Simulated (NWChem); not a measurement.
# UPBE/cc-pVTZ run of PH (SMILES [PH])

Aim: the vertical ionisation energy of PH at UPBE/cc-pVTZ, from 2 runs. 

Program for the calculation: NWChem 7.3.0.

19 further runs of the same task are left out: 19 set aside as unsound or not needed. Runs told in other sessions of the task aren't counted.

## 1. Starting point

The species is PH (2 atoms), meant as a triplet with charge 0. SMILES: `[PH]`. Geometry: relaxed at PBE0-D4/def2-TZVP.

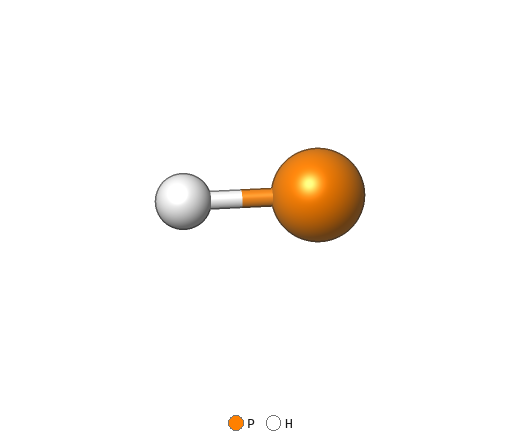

Viewed from a chosen angle; phosphorus orange, hydrogen white.

## 2. Energy and forces at UPBE/cc-pVTZ

input.nw

```
start input
title "HP"
memory stack 880 mb heap 220 mb global 1100 mb

geometry units angstrom noautosym nocenter noautoz
P        0.000000       0.000000      -0.014610
H        0.000000       0.000000       1.413680
end

basis spherical bse
P library cc-pVTZ
H library cc-pVTZ
end

dft
xc xpbe96 cpbe96
mult 3
grid xfine
convergence energy 1e-08
maxiter 100
mulliken
end

task dft gradient
```

Launch:

```sh
nwchem input.nw > input.out
```

Output:

```text
[...]
          Wavefunction type:  spin polarized.
          No. of atoms     :     2
          No. of electrons :    16
[...]
          Charge           :     0
          Spin multiplicity:     3
[...]
          AO basis - number of functions:    48
[...]
              XC Information
              --------------
          PerdewBurkeErnzerhof Exchange Functional  1.000
            Perdew 1991 LDA Correlation Functional  1.000 local
           PerdewBurkeErnz. Correlation Functional  1.000 non-local
[...]
 d= 0,ls=0.0,diis     1   -341.7084681593 -3.47D+02  5.42D-03  5.67D-02     3.8
[...]
 d= 0,ls=0.0,diis     8   -341.7258040166 -9.69D-10  2.74D-07  5.08D-11    19.6
[...]
         Total DFT energy =     -341.725804016645
      One electron energy =     -483.197930143847
           Coulomb energy =      159.283356037858
    Exchange-Corr. energy =      -23.368685843973
 Nuclear repulsion energy =        5.557455933316
[...]
      Total Density - Mulliken Population Analysis
     ---------------------------------------------
    Atom       Charge   Shell Charges
 -----------   ------   -------------------------------------------------------
    1 P   15    15.03   2.00  1.85  0.24  1.16  0.67  5.74  0.59  1.69  1.06  0.02  0.03  0.00
    2 H    1     0.97   0.24  0.51  0.18  0.00  0.02  0.00
[...]
      <S2> =      2.0065 (Exact =     2.0000)
[...]
  wavefunction    = open shell
                         DFT ENERGY GRADIENTS
    atom               coordinates                        gradient
                 x          y          z           x          y          z
   1 P       0.000000   0.000000  -0.027609    0.000000  -0.000000   0.005694
   2 H       0.000000   0.000000   2.671468   -0.000000   0.000000  -0.005694
[...]
```

Run time: 27 s. Hardware: 1 thread of Intel Xeon Platinum 8175M at 2.50GHz (Skylake/Cascade Lake), shared host; peak memory 0.12 GiB.

## 3. The doublet cation: a single-point energy at UPBE/cc-pVTZ

hp.xyz

```xyz
2
HP
P      0.000000     0.000000    -0.014610
H      0.000000     0.000000     1.413680
```

hp.nw

```
start hp
title "HP"
memory total 2200 mb
charge 1
geometry noautosym nocenter noautoz
   load format xyz hp.xyz
end
basis spherical bse
   * library cc-pVTZ
end
dft
   xc xpbe96 cpbe96
   mult 2
   grid xfine
   convergence energy 1e-08
   maxiter 100
   mulliken
end
task dft energy
```

Launch:

```sh
nwchem hp.nw > hp.out
```

Output:

```text
[...]
          Wavefunction type:  spin polarized.
          No. of atoms     :     2
          No. of electrons :    15
[...]
          Charge           :     1
          Spin multiplicity:     2
[...]
          AO basis - number of functions:    48
[...]
              XC Information
              --------------
          PerdewBurkeErnzerhof Exchange Functional  1.000
            Perdew 1991 LDA Correlation Functional  1.000 local
           PerdewBurkeErnz. Correlation Functional  1.000 non-local
[...]
 d= 0,ls=0.0,diis     1   -341.2205712026 -3.47D+02  1.14D-02  8.18D-01     3.3
[...]
 d= 0,ls=0.5,diis    13   -341.3495558959 -4.16D-09  8.02D-07  1.27D-09    30.1
[...]
         Total DFT energy =     -341.349555897294
      One electron energy =     -477.338153513807
           Coulomb energy =      153.500338410460
    Exchange-Corr. energy =      -23.069196727262
 Nuclear repulsion energy =        5.557455933316
[...]
      Total Density - Mulliken Population Analysis
     ---------------------------------------------
    Atom       Charge   Shell Charges
 -----------   ------   -------------------------------------------------------
    1 P   15    14.16   2.00  1.85  0.26  1.31  0.50  5.74  0.54  1.41  0.49  0.02  0.03  0.00
    2 H    1     0.84   0.24  0.49  0.08  0.00  0.03  0.00
[...]
      <S2> =      0.7544 (Exact =     0.7500)
[...]
```

Wall time 33 s (1 thread of Intel Xeon Platinum 8175M at 2.50GHz (Skylake/Cascade Lake), shared host); peak memory 0.11 GiB.

## 4. What came out

Level: UPBE/cc-pVTZ.

| quantity | value |
| --- | --- |
| triplet PH: total energy | -341.72580 Eh |
| triplet PH: dipole moment | 0.48 D |
| triplet PH: HOMO energy (highest over α and β) | -6.13 eV |
| triplet PH: LUMO energy (lowest over α and β) | -3.89 eV |
| triplet PH: ⟨S²⟩ | 2.006 |
| triplet PH: largest force on an atom | 0.293 eV/Å |
| doublet cation: total energy | -341.34956 Eh |
| doublet cation: HOMO energy (highest over α and β) | -14.62 eV |
| doublet cation: LUMO energy (lowest over α and β) | -14.30 eV |
| doublet cation: ⟨S²⟩ | 0.754 |
| vertical ionisation energy (to the doublet cation) | 10.238 eV |

What this shows: Removing an electron at fixed nuclei costs 10.24 eV (236 kcal/mol). The largest force (triplet PH) is 0.29 eV/Å: the shape isn't a stationary point for this species at this level.
